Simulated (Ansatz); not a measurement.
## Electronic structure of C2H3FHfO2 in real space

Input

```
crystal:
  periodic: [false, false, false]
  atoms:
    - { symbol: C, position_ang: [2.23337, 1.72817, 0.84388] }
    - { symbol: C, position_ang: [1.32276, 1.02234, 0.47636] }
    - { symbol: Hf, position_ang: [-0.3335, -0.25846, -0.14177] }
    - { symbol: O, position_ang: [-0.46437, -1.93618, 0.69165] }
    - { symbol: O, position_ang: [-2.0372, 0.52649, -0.22896] }
    - { symbol: F, position_ang: [-0.40174, -0.9679, -1.91436] }
    - { symbol: H, position_ang: [3.03187, 2.34625, 1.15569] }
    - { symbol: H, position_ang: [-0.81202, -2.57216, 0.05674] }
    - { symbol: H, position_ang: [-2.53917, 0.11145, -0.93922] }
basis:
  gaussian: { orbitals: def2-SVP }
hamiltonian:
  xc: lda
relax:
  f_tol: 0.02
  max_steps: 40
scf:
  lower_state_search: "off"
output:
  orbitals: {}
```

Command:

```sh
ansatz run input.yaml --threads 2 --pin off --max-ram 3072MiB --backend cpu --events-out ev --progress --plain --runs-dir out
```

The fields are those of the run's last geometry, not of the input's.

Core potentials replace the inner electrons of Hf.

The calculation used RKS LDA/def2-SVP in Ansatz 0.2.0.

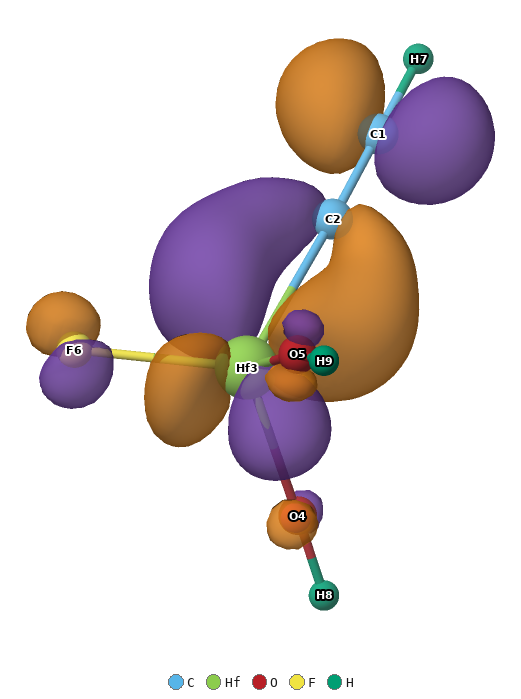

Figure 1. The LUMO at ±0.15 Å⁻³ᐟ² (orange and purple are the two phases), seen at an oblique angle.

> Describe this orbital and give its energy.

Its weight (Hirshfeld) is mainly on Hf3 (about 45 %), C1 (about 20 %) and C2 (about 15 %). Its energy is −1.76 eV.

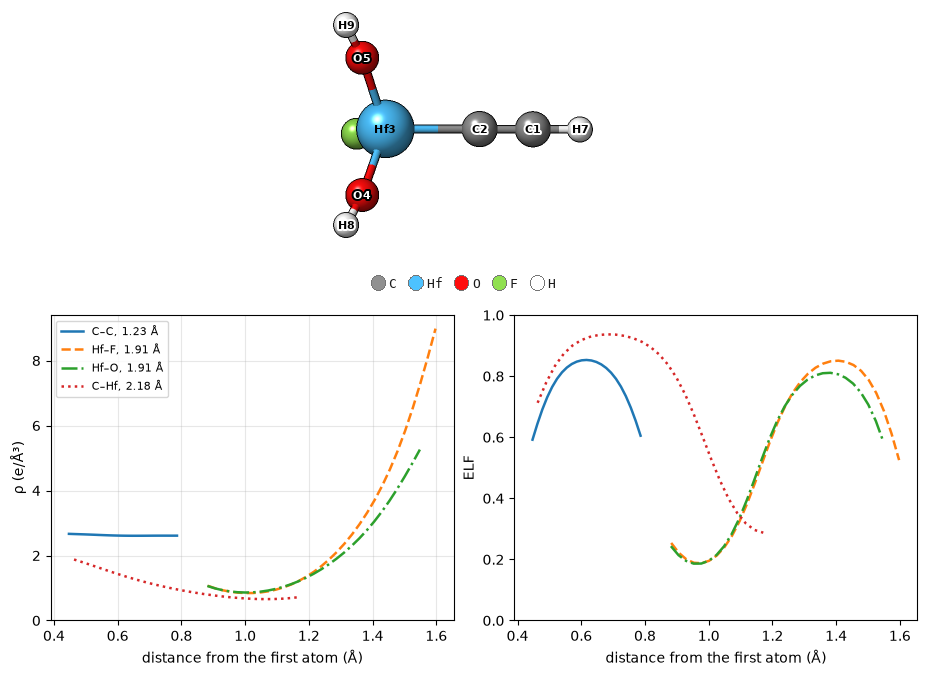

Figure 2. Electron density and ELF along straight lines between neighbouring atoms. The curves leave out the atomic cores. The structure is drawn too.

> What can be read from the curves?

C–C (1.23 Å): ρ at the midpoint is about 2.6 e/Å³; the ELF peaks at about 0.85 between the atoms: a multiple bond.
Hf–F (1.91 Å): the density is about 0.89 e/Å³ at the midpoint; the ELF peaks at about 0.85 in the valence shell of F, 0.5 Å from its nucleus, and drops to about 0.20 between the two atoms.
Hf–O (1.91 Å): the density is about 0.89 e/Å³ at the midpoint; the ELF peaks at about 0.80 in the valence shell of O, 0.5 Å from its nucleus, and drops to about 0.20 between the two atoms.
C–Hf (2.18 Å): ρ at the midpoint is about 0.66 e/Å³; the ELF peaks at about 0.95 in the valence shell of C, 0.7 Å from its nucleus, and is about 0.35 at the midpoint.

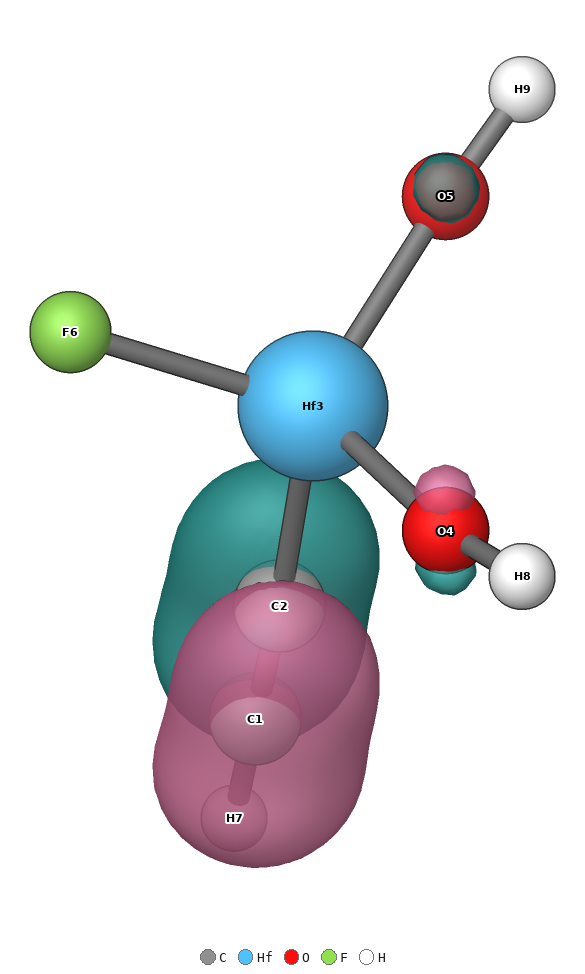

Figure 3. The HOMO at ±0.2 Å⁻³ᐟ² (teal and pink are the two phases), seen at an oblique angle.

> Where does this orbital lie, and at what energy?

By Hirshfeld shares it lies mainly on C1 (about 45 %) and C2 (about 40 %); π-bonding across C1–C2. Its energy is −6.73 eV.
